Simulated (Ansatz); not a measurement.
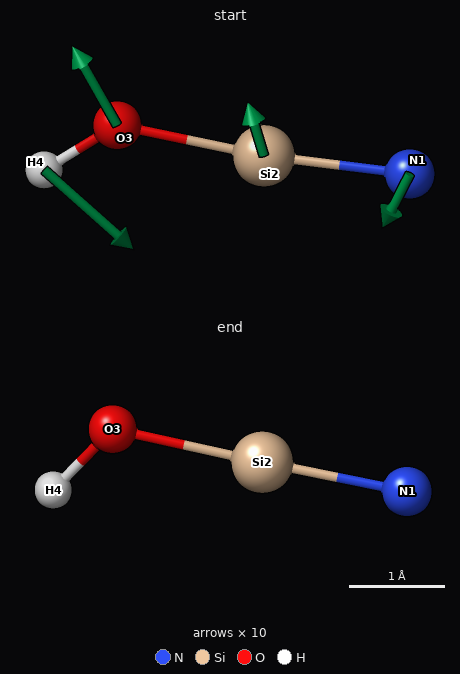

The structure of SiNHO before (top) and after (bottom) a relaxation, at one scale. The green arrows give the displacements, magnified 10 times.

The picture is a ball-and-stick view, seen at a tilt.

Theory: RKS PBE0-D4/def2-TZVP in Ansatz.

Input
```yaml
crystal:
  periodic: [false, false, false]
  atoms:
    - {symbol: N, position_ang: [-1.971380, 0.621160, 0.550070]}
    - {symbol: Si, position_ang: [-0.526290, 0.158210, 0.209030]}
    - {symbol: O, position_ang: [0.956870, -0.346390, -0.006290]}
    - {symbol: H, position_ang: [1.540810, -0.432980, -0.752800]}
basis:
  gaussian: {orbitals: def2-TZVP}
hamiltonian: {xc: pbe0, dispersion: d4}
relax: {f_tol: 0.005, max_steps: 200}
```

> Describe what moved and what it gained.

H4 moves most after the best rigid fit: 0.13 Å. Largest moves by element: H 0.13 Å, O 0.10 Å, N 0.07 Å, Si 0.06 Å. Some distances before and after: Si2–O3 1.581 → 1.616 Å, O3–H4 0.952 → 0.962 Å. Among the angles between lasting bonds that change: Si2–O3–H4 135.3° → 120.8°, N1–Si2–O3 175.1° → 178.9°. After 7 geometry steps the energy has fallen by 0.046 eV. Largest force component: 0.65 eV/Å at the start, 0.0019 eV/Å at the end.
